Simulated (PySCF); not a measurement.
# MoBr₂: triplet, from a linear start

The task is one start of a wider search on MoBr₂: the triplet, from a linear start. It is relaxed, tested by its Hessian and followed downhill if it is a saddle.

Program: PySCF 2.14.0. Level of theory: PBE0, basis Mo def2-TZVP with ECP28, Br def2-TZVP, scalar-relativistic core potentials, no spin–orbit coupling, density fitting. These are calculated values, not measurements.

**1. The starting structure**

3 atoms, charge 0, spin multiplicity 3.

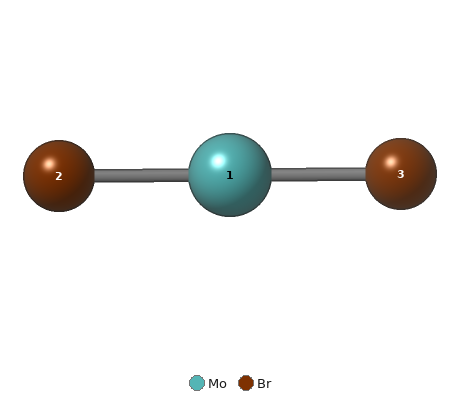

Start geometry, drawn with molybdenum teal, bromine brown; atoms are numbered from 1 in the order of the file.

```xyz
3
charge 0 multiplicity 3
Mo    0.0000    0.0000    0.0000
Br    0.0000    0.0000    2.5200
Br    0.0000    0.0000   -2.5200
```

**2. Finding the electronic state**

One driver script runs all steps and calls PySCF; scf.py shows how it sets up the SCF of each step. The optimiser is the driver's own. After this first run the driver tries any further starts and a stability analysis.

scf.py

```python
from pyscf import gto, scf, dft
mol = gto.M(atom='''
Mo     0.000000     0.000000     0.000000
Br     0.000000     0.000000     2.520000
Br     0.000000     0.000000    -2.520000''',
    basis={'Mo': 'def2-TZVP', 'Br': 'def2-TZVP'},
    ecp={'Mo': 'def2-TZVP'},
    charge=0, spin=2)
mf = dft.UKS(mol, xc='PBE0')
mf.grids.atom_grid = (50, 194)
aux = {'Mo': 'def2-universal-JKFIT', 'Br': 'def2-universal-JKFIT'}
mf = mf.density_fit(auxbasis=aux)
mf.conv_tol = 1e-08
mf.diis_space = 10
mf.max_cycle = 60
mf.init_guess = 'minao'
mf.verbose = 4
mf.kernel()
```

Command:

```bash
$ OMP_NUM_THREADS=4 python axn.py task.json out
```

The program printed:

```text
init E= -5207.34042321161
cycle= 1 E= -5215.7294363108  delta_E= -8.39  |g|= 0.593  |ddm|= 2.75
[... the frontier-level lines of each cycle are left out ...]
cycle= 2 E= -5214.88902080868  delta_E= 0.84  |g|=  1.2  |ddm|= 2.56
cycle= 3 E= -5215.86934830379  delta_E= -0.98  |g|= 0.213  |ddm|= 2.47
cycle= 4 E= -5215.89663869112  delta_E= -0.0273  |g|= 0.0651  |ddm|= 0.233
cycle= 5 E= -5215.8994866622  delta_E= -0.00285  |g|= 0.0247  |ddm|= 0.0903
cycle= 6 E= -5215.8999338879  delta_E= -0.000447  |g|= 0.0112  |ddm|= 0.0339
cycle= 7 E= -5215.90071622918  delta_E= -0.000782  |g|= 0.0111  |ddm|= 0.049
cycle= 8 E= -5215.89973873985  delta_E= 0.000977  |g|= 0.00679  |ddm|= 0.0726
cycle= 9 E= -5215.89959522326  delta_E= 0.000144  |g|= 0.00298  |ddm|= 0.0516
cycle= 10 E= -5215.89965162308  delta_E= -5.64e-05  |g|= 0.00208  |ddm|= 0.019
cycle= 11 E= -5215.89972630438  delta_E= -7.47e-05  |g|= 0.0015  |ddm|= 0.0324
cycle= 12 E= -5215.89975069125  delta_E= -2.44e-05  |g|= 0.00145  |ddm|= 0.0105
cycle= 13 E= -5215.89976779545  delta_E= -1.71e-05  |g|= 0.00148  |ddm|= 0.00663
cycle= 14 E= -5215.89964093837  delta_E= 0.000127  |g|= 0.00128  |ddm|= 0.0553
cycle= 15 E= -5215.89958006698  delta_E= 6.09e-05  |g|= 0.000876  |ddm|= 0.0389
cycle= 16 E= -5215.89953126268  delta_E= 4.88e-05  |g|= 0.000939  |ddm|= 0.0782
cycle= 17 E= -5215.89953119557  delta_E= 6.71e-08  |g|= 0.00085  |ddm|= 0.000592
cycle= 18 E= -5215.89953115485  delta_E= 4.07e-08  |g|= 0.000582  |ddm|= 0.00285
cycle= 19 E= -5215.89953108247  delta_E= 7.24e-08  |g|= 0.00012  |ddm|= 0.00216
cycle= 20 E= -5215.89953108329  delta_E= -8.11e-10  |g|= 3.53e-05  |ddm|= 0.000525
Extra cycle  E= -5215.89953108477  delta_E= -1.49e-09  |g|= 4.06e-05  |ddm|= 9.09e-05
converged SCF energy = -5215.89953108477  <S^2> = 2.0136027  2S+1 = 3.0090548
```

This step, with its further starts and checks, needed 35 s of wall time on 4 threads of Arm Neoverse V1, shared host.

The starts that the driver tried:

```
                      start   energy (Eh)
    the minimal-basis guess  -5215.899531
a thermally smeared density  -5215.929331
      a smeared PBE density  -5215.929331
```

This is not the lowest solution: one lies 78.2 kJ/mol lower, at -5215.92933 Eh, and the relaxation starts from that.

**3. Relaxing the triplet from the linear start**

The program finds D∞h symmetry in the start, which this walk keeps. Threshold on the gradient: 0.0003 Eh/bohr, with a further test on the energy change.

scf.py: that of step 2 with these lines changed.

```diff
@@ -16 +15,0 @@
-mf.init_guess = 'minao'
```

The optimiser's trace:

```
step   energy (Eh)  change (kJ/mol)  largest symmetric gradient (Eh/bohr)
   0  -5215.929331             0.00                               0.02481
   1  -5215.934092           -12.50                               0.01055
   2  -5215.934891           -14.60                               0.00286
   3  -5215.934938           -14.72                               0.00025
   4  -5215.934939           -14.72                               0.00000
```

The walk took 26 s.

Positions (Å) and forces (eV/Å) along the way:

```
step 0
Mo   0.000   0.000   0.000   0.000   0.000   0.000
Br   0.000   0.000   2.520   0.000   0.000  -1.276
Br   0.000   0.000  -2.520   0.000   0.000   1.276
step 1
Mo   0.000   0.000   0.000   0.000   0.000   0.000
Br   0.000   0.000   2.450   0.000   0.000  -0.542
Br   0.000   0.000  -2.450   0.000   0.000   0.542
step 2
Mo   0.000   0.000   0.000   0.000   0.000   0.000
Br   0.000   0.000   2.399   0.000   0.000   0.147
Br   0.000   0.000  -2.399   0.000   0.000  -0.147
step 3
Mo   0.000   0.000   0.000   0.000   0.000   0.000
Br   0.000   0.000   2.410   0.000   0.000  -0.013
Br   0.000   0.000  -2.410   0.000   0.000   0.013
step 4
Mo   0.000   0.000   0.000   0.000   0.000   0.000
Br   0.000   0.000   2.409   0.000   0.000   0.000
Br   0.000   0.000  -2.409   0.000   0.000   0.000
```

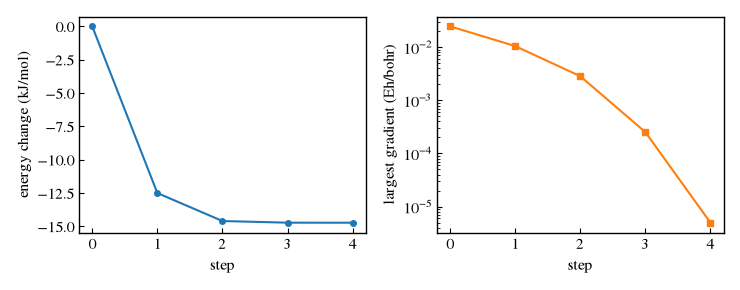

Energy and largest gradient along the walk.

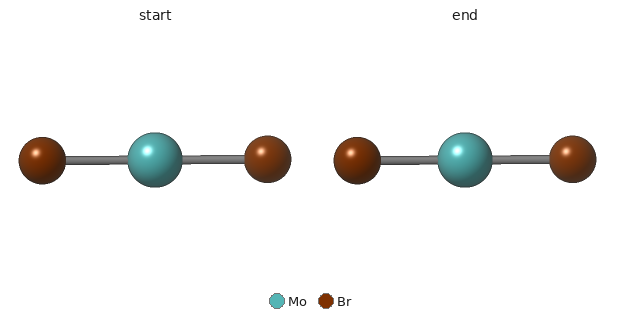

The geometry along the walk, at one scale.

It settles in D∞h symmetry, 14.7 kJ/mol below the start, after 4 steps: Mo–Br 2.409 Å (×2); Br–Mo–Br 180.0°.

**4. Hessian and properties**

The point is checked on the finer grid, and tightened if its gradient asks for it. The Hessian and the dipole derivatives come from central differences of analytic gradients, with steps of 0.02 bohr.

scf.py: that of step 3 with these lines changed.

```diff
@@ -3,3 +3,3 @@
-Mo     0.000000     0.000000     0.000000
-Br     0.000000     0.000000     2.520000
-Br     0.000000     0.000000    -2.520000''',
+Mo    -0.000000     0.000000     0.000000
+Br    -0.000000    -0.000000     2.408990
+Br     0.000000     0.000000    -2.408990''',
@@ -10 +10 @@
-mf.grids.atom_grid = (50, 194)
+mf.grids.atom_grid = (75, 302)
@@ -13 +13 @@
-mf.conv_tol = 1e-08
+mf.conv_tol = 1e-10
```

This SCF starts from the last density.

SCF at the final geometry:

```text
init E= -5215.934870107
[... the frontier-level lines of each cycle are left out ...]
cycle= 1 E= -5215.93487010701  delta_E= -1e-11  |g|= 3.36e-06  |ddm|= 7.64e-06
Extra cycle  E= -5215.93487010698  delta_E= 2.27e-11  |g|= 7.28e-06  |ddm|= 1.11e-05
converged SCF energy = -5215.93487010698  <S^2> = 3.0191561  2S+1 = 3.6161616
```

The whole step took 3.2 min.

Geometry: D∞h; Mo–Br 2.409 Å (×2); Br–Mo–Br 180.0°.

Harmonic modes (main isotopes):

```
ω (cm⁻¹)  IR (km/mol)     type
     53i          3.8     bend
      51          2.2     bend
     224          0.0  stretch
     325          108  stretch
```

1 mode is imaginary, the largest at 53i cm⁻¹: a saddle point, not a minimum.

Here the density breaks the symmetry of the frame, and no labels are given; pairs that should be degenerate can split.

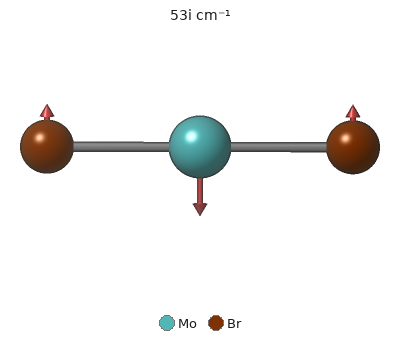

The imaginary mode, as arrows.

Constants and moments:

| Item | Value |
| --- | --- |
| Dipole moment | 0.00 D |
| Highest occupied level | -5.91 eV |
| Lowest empty level | -4.00 eV |
| Rotational constants | 0.0184 cm⁻¹ |
| Zero-point energy (real modes) | 3.6 kJ/mol |
| Principal polarisabilities | 59.9, 60.6, 134.7 bohr³ |
| Atomisation energy without zero-point energy | 543 kJ/mol |
| Principal traceless quadrupole moments about the centre of mass | -8.11, 2.89, 5.22 D Å |
| Spin squared ⟨S²⟩ | 3.019 |

Populations by atom (charges in e):

| atom | Mulliken | Löwdin | polar tensor | spin (Mulliken) | Mayer order to Mo1 |
| --- | --- | --- | --- | --- | --- |
| Mo1 | 0.72 | -0.07 | 1.15 | 2.32 | – |
| Br2,3 | -0.36 | 0.04 | -0.57 | -0.16 | 1.12 |

Outer orbital energies (eV). α occupied: -9.51, -9.20, -9.18, -8.80, -8.68, -7.84, -7.76, -7.06; empty: -4.00, -3.06, -0.64, -0.45. β occupied: -21.32, -10.94, -9.71, -9.44, -9.24, -8.98, -8.95, -5.91; empty: -3.21, -3.07, -2.51, -2.45.

Mulliken populations on Mo1 (outside its core potential): s 2.60, p 6.21, d 4.45, f 0.01.

**5. Downhill along the imaginary mode**

The start is the last point, displaced along its most imaginary mode.

The program finds C2v symmetry in the start, which this walk keeps.

scf.py: that of step 4 with these lines changed.

```diff
@@ -3,3 +3,3 @@
-Mo    -0.000000     0.000000     0.000000
-Br    -0.000000    -0.000000     2.408990
-Br     0.000000     0.000000    -2.408990''',
+Mo    -0.169764     0.183522    -0.000000
+Br     0.105304    -0.113838     2.408990
+Br     0.105304    -0.113838    -2.408990''',
@@ -10 +10 @@
-mf.grids.atom_grid = (75, 302)
+mf.grids.atom_grid = (50, 194)
@@ -13 +13 @@
-mf.conv_tol = 1e-10
+mf.conv_tol = 1e-08
```

Steps of the walk:

```
step   energy (Eh)  change (kJ/mol)  largest symmetric gradient (Eh/bohr)
   0  -5215.935567             0.00                               0.00986
   1  -5215.936347            -2.05                               0.00388
   2  -5215.936841            -3.34                               0.00276
   3  -5215.937534            -5.16                               0.00351
   4  -5215.938338            -7.28                               0.00527
   5  -5215.938578            -7.91                               0.00168
   6  -5215.938705            -8.24                               0.00064
   7  -5215.938712            -8.26                               0.00127
   8  -5215.938721            -8.28                               0.00081
   9  -5215.938727            -8.30                               0.00007
```

The walk took 58 s.

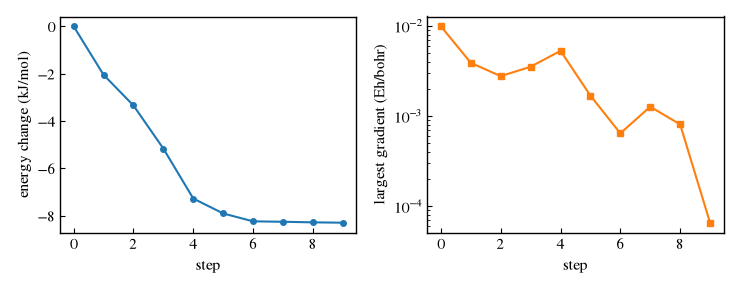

How energy and gradient fall.

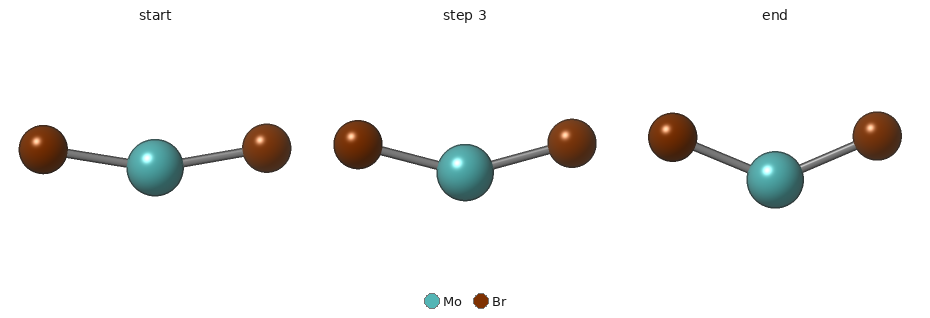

Start and end of the relaxation, with a step between.

It settles in C2v symmetry, 8.3 kJ/mol below the start, after 9 steps: Mo–Br 2.394 Å (×2); Br–Mo–Br 134.2°.

**6. Frequencies**

The same treatment as at the point before.

scf.py: that of step 5 with these lines changed.

```diff
@@ -3,3 +3,3 @@
-Mo    -0.169764     0.183522    -0.000000
-Br     0.105304    -0.113838     2.408990
-Br     0.105304    -0.113838    -2.408990''',
+Mo    -0.386037     0.417322    -0.000000
+Br     0.239965    -0.259412     2.210115
+Br     0.239965    -0.259412    -2.210115''',
@@ -10 +10 @@
-mf.grids.atom_grid = (50, 194)
+mf.grids.atom_grid = (75, 302)
@@ -13 +13 @@
-mf.conv_tol = 1e-08
+mf.conv_tol = 1e-10
```

Log of the central SCF (cycles and frontier levels):

```text
init E= -5215.93848489491
[... the frontier-level lines of each cycle are left out ...]
cycle= 1 E= -5215.9384848949  delta_E= 1.27e-11  |g|= 3.84e-06  |ddm|= 4.97e-06
Extra cycle  E= -5215.93848489488  delta_E= 2.36e-11  |g|= 8.67e-06  |ddm|= 1.06e-05
converged SCF energy = -5215.93848489488  <S^2> = 3.0120416  2S+1 = 3.6122246
```

The whole step needed 1.9 min of wall time on 4 threads of Arm Neoverse V1, shared host.

Geometry: C2v; Mo–Br 2.395 Å (×2); Br–Mo–Br 134.7°.

Harmonic modes (main isotopes):

```tsv
symmetry	ω (cm⁻¹)	IR (km/mol)	μ (u)	type
a1	49	2.3	85.61	bend
a1	251	8.3	82.34	stretch
b2	317	66.2	88.89	stretch
```

μ is the mass of the mode for normalised Cartesian displacements, not the reduced mass of the usual diatomic formula.

No imaginary mode, so this is a minimum.

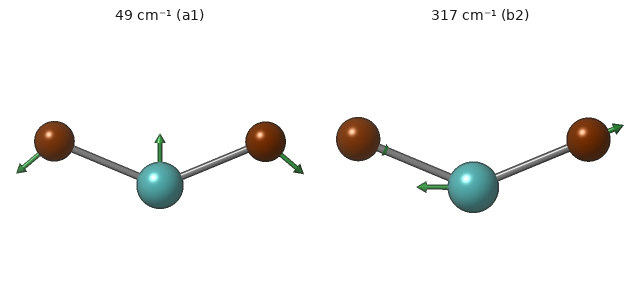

Displacements of 2 of the modes, as arrows (one member where a mode is degenerate).

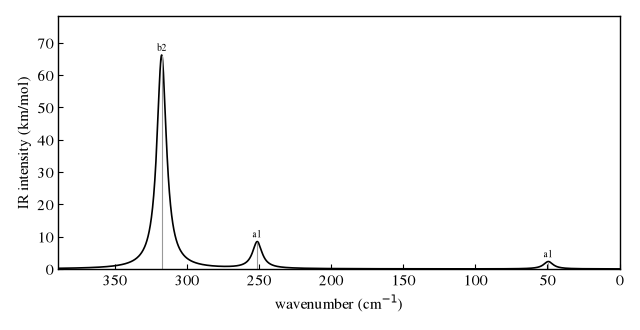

The harmonic infrared spectrum (widths in cm⁻¹). Lines are broadened to a width of 8 cm⁻¹ (Lorentzian).

Properties at this point:

- Dipole moment: 2.07 D
- Highest occupied level: -5.86 eV
- Lowest empty level: -3.44 eV
- Rotational constants: 0.3283, 0.02187, 0.0205 cm⁻¹
- Zero-point energy: 3.7 kJ/mol
- Principal polarisabilities: 61.9, 72.0, 121.9 bohr³
- Atomisation energy without zero-point energy: 552 kJ/mol
- Principal traceless quadrupole moments about the centre of mass: -7.00, 1.52, 5.49 D Å
- Entropy at 298.15 K and 1 bar (electronic part: spin only): 334.8 J/(mol K)
- Heat capacity Cp at 298.15 K: 55.8 J/(mol K)
- Enthalpy at 298.15 K above 0 K: 14.43 kJ/mol
- Rotational symmetry number: 2
- Spin squared ⟨S²⟩: 3.012

Charges (e) and bond orders:

```tsv
atom	Mulliken	Löwdin	polar tensor	spin (Mulliken)	Mayer order to Mo1
Mo1	0.74	-0.10	1.06	2.21	–
Br2,3	-0.37	0.05	-0.53	-0.10	1.12
```

Mulliken populations on Mo1 (outside its core potential): s 2.53, p 6.20, d 4.52, f 0.01.

**7. The points found, side by side**

| spin | group | bonds | imaginary modes (cm⁻¹) | ΔE (kJ/mol) | with zero-point energy |
| --- | --- | --- | --- | --- | --- |
| broken-symmetry (Ms = 1) | C2v | Mo–Br 2.395 Å (×2) | none | 0.0 | 0.0 |
| broken-symmetry (Ms = 1) | D∞h (density of lower symmetry) | Mo–Br 2.409 Å (×2) | 53i | 9.5 | – |

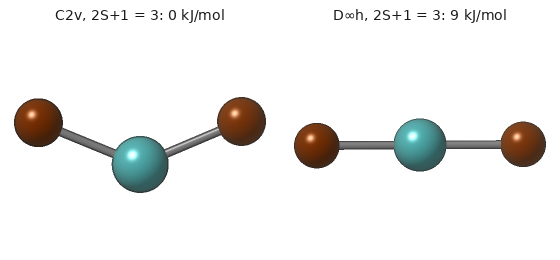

The points, lowest first (molybdenum teal, bromine brown).

**8. Outcome**

```
                                          quantity                                value
                                           minimum        broken-symmetry (Ms = 1), C2v
                                          geometry  Mo–Br 2.395 Å (×2); Br–Mo–Br 134.7°
                                wavenumbers (cm⁻¹)          49 (a1), 251 (a1), 317 (b2)
                                     dipole moment                               2.07 D
highest occupied, lowest empty level (either spin)                      -5.86, -3.44 eV
                        polar-tensor charge of Mo1                              +1.06 e
                                 zero-point energy                           3.7 kJ/mol
                               entropy at 298.15 K                      334.8 J/(mol K)
         atomisation energy (no zero-point energy)                           552 kJ/mol
                                              ⟨S²⟩                                3.012
```

In words: The linear start (D∞h) ends in a minimum of C2v symmetry, after a stop at a saddle point 9.5 kJ/mol higher, from which it was pushed off along an imaginary mode. The determinant is spin-contaminated (⟨S²⟩ = 3.01 against 2.00), so it is no pure spin state. In the infrared the band at 317 cm⁻¹ (b2, stretch) leads. The first SCF alone would have been 78 kJ/mol too high. Only this shape and spin were tried, so other structures or states may lie lower. One determinant may miss the lowest occupation of an open d or f shell.

The search up to here took 7.1 min.
